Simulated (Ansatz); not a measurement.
**CH5GeO+: functionals against CCSD(T) at one geometry**

How do the functionals fare away from a minimum? The structure is a structure displaced at random from a GFN2-xTB minimum.

Program: Ansatz 0.2.0, Gaussian basis. Level of theory: single points in def2-TZVPP. These are calculated values, not measurements.

Cores are frozen in the correlated methods. Filled d shells of the heavier atoms are correlated.

## Step 1: Starting geometry

SMILES `[CH2]1[OH+][GeH2]1`, 8 atoms, charge 1, spin multiplicity 1.

Atoms are counted from 1 here; the program's logs count them from 0.

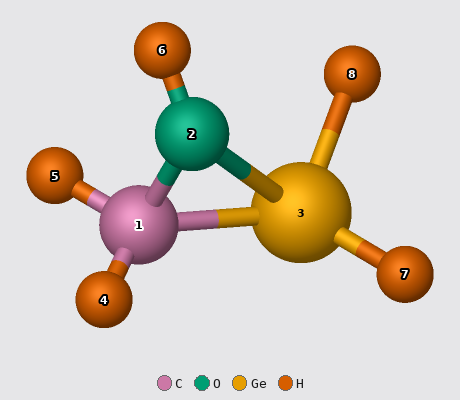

Start geometry, drawn with carbon pink, oxygen teal, germanium amber, hydrogen orange; atoms are numbered from 1 in the order of the file.

As a file:

```xyz
8
CH5GeO
C    -0.5667    0.3322   -0.5959
O    -0.2758    0.7535    0.7792
Ge    0.5248   -1.0988   -0.1166
H    -1.6097    0.3210   -0.6620
H    -0.2527    1.1949   -1.1838
H     0.2323    1.5191    0.9557
H     0.0416   -2.1274    0.7168
H     2.1735   -0.8559    0.2148
```

## Step 2: CCSD(T)/def2-TZVPP

run/in.yaml reads:

```yaml
crystal:
  periodic: [false, false, false]
  atoms:
    - {symbol: C, position_ang: [-0.566700, 0.332200, -0.595900]}
    - {symbol: O, position_ang: [-0.275800, 0.753500, 0.779200]}
    - {symbol: Ge, position_ang: [0.524800, -1.098800, -0.116600]}
    - {symbol: H, position_ang: [-1.609700, 0.321000, -0.662000]}
    - {symbol: H, position_ang: [-0.252700, 1.194900, -1.183800]}
    - {symbol: H, position_ang: [0.232300, 1.519100, 0.955700]}
    - {symbol: H, position_ang: [0.041600, -2.127400, 0.716800]}
    - {symbol: H, position_ang: [2.173500, -0.855900, 0.214800]}
basis:
  gaussian: {orbitals: def2-TZVPP}
total_charge: 1
correlation: {method: ccsd_t}
output: {forces: true}
```

No record of the launch command was kept for these runs.

## Step 3: PBE0-D4/def2-TZVPP

run/in.yaml, as its differences from that of step 2:

```diff
@@ -14,3 +14,3 @@
 total_charge: 1
-correlation: {method: ccsd_t}
-output: {forces: true}
+hamiltonian: {xc: pbe0, dispersion: d4}
+output: {forces: true, orbitals: {seedname: orbitals}}
```

## Step 4: wB97M-V/def2-TZVPP

run/in.yaml, as its differences from that of step 3:

```diff
@@ -14,3 +14,3 @@
 total_charge: 1
-hamiltonian: {xc: pbe0, dispersion: d4}
-output: {forces: true, orbitals: {seedname: orbitals}}
+hamiltonian: {xc: {name: wB97M-V}}
+output: {forces: true}
```

## Step 5: r2SCAN-D4/def2-TZVPP

run/in.yaml, as its differences from that of step 4:

```diff
@@ -14,3 +14,3 @@
 total_charge: 1
-hamiltonian: {xc: {name: wB97M-V}}
+hamiltonian: {xc: r2scan, dispersion: d4}
 output: {forces: true}
```

## Step 6: PBE-D4/def2-TZVPP

run/in.yaml, as its differences from that of step 5:

```diff
@@ -14,3 +14,3 @@
 total_charge: 1
-hamiltonian: {xc: r2scan, dispersion: d4}
+hamiltonian: {xc: pbe, dispersion: d4}
 output: {forces: true}
```

## Step 7: r2SCAN0-D4/def2-TZVPP

run/in.yaml, as its differences from that of step 6:

```diff
@@ -14,3 +14,3 @@
 total_charge: 1
-hamiltonian: {xc: pbe, dispersion: d4}
+hamiltonian: {xc: {name: r2SCAN0}, dispersion: d4}
 output: {forces: true}
```

## Step 8: CAM-B3LYP-D4/def2-TZVPP

run/in.yaml, as its differences from that of step 7:

```diff
@@ -14,3 +14,3 @@
 total_charge: 1
-hamiltonian: {xc: {name: r2SCAN0}, dispersion: d4}
+hamiltonian: {xc: {name: CAM-B3LYP}, dispersion: d4}
 output: {forces: true}
```

(Steps that only read results are left out.)

Q: Predict the outcome of this session. Wanted: energy less free atoms, CCSD(T)/def2-TZVPP; RMS force component; RMS force error; HOMO and LUMO, PBE0-D4; T1 diagnostic.

**Answer**, as computed:

```
                                  quantity                                                                                                   value
energy less free atoms, CCSD(T)/def2-TZVPP                                                                                         -405.1 kcal/mol
                       RMS force component                                                                    1.642 to 1.685 eV/Å over the methods
                           RMS force error  PBE0-D4 0.164, wB97M-V 0.088, r2SCAN-D4 0.087, PBE-D4 0.230, r2SCAN0-D4 0.175, CAM-B3LYP-D4 0.132 eV/Å
                    HOMO and LUMO, PBE0-D4                                                                                     -14.72 and -8.38 eV
                             T1 diagnostic                                                                                                   0.015
```

In words: Against CCSD(T) the functionals' energies less atoms differ by -22.5 to -1.1 kcal/mol, PBE-D4 by -22.5 kcal/mol. The reference is not at the basis limit: in triple zeta CCSD(T) underbinds, which counts against methods that bind more; the gaps are no ranking. On forces the order runs from r2SCAN-D4 to PBE-D4. Frozen-core CCSD(T) forces in triple zeta carry basis errors of their own, and this is one geometry, so small gaps rank nothing.
